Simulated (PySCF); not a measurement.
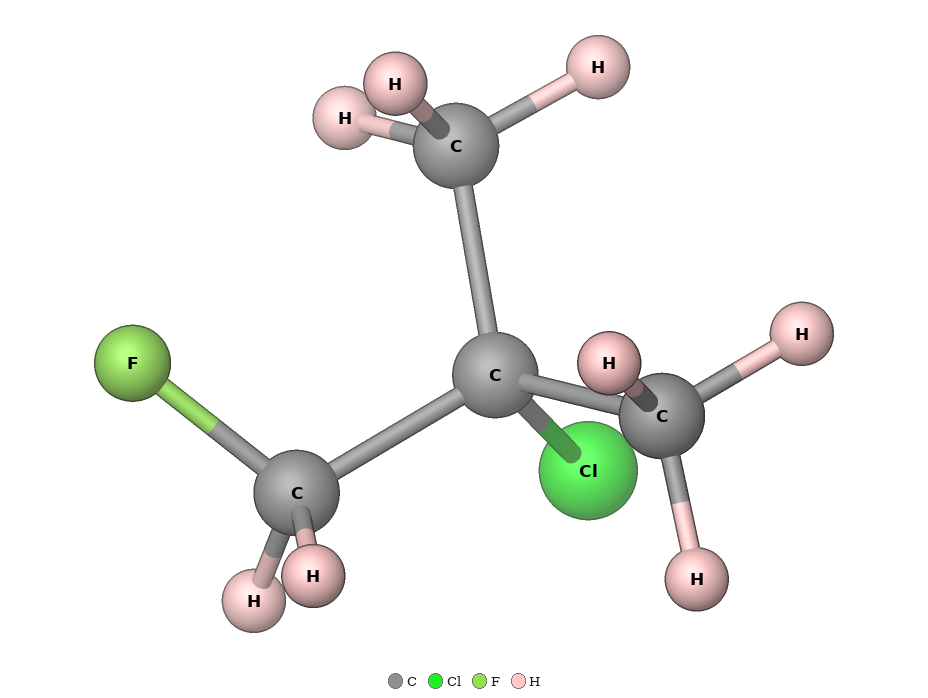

Orthographic view. Depth is shown by fading: the farther an atom, the more it takes the colour of the background. Geometry: an image of a reaction path computed with GFN2-xTB, not a minimum.

### Write the InChI string.

InChI=1S/C4H8ClF/c1-4(2,5)3-6/h3H2,1-2H3
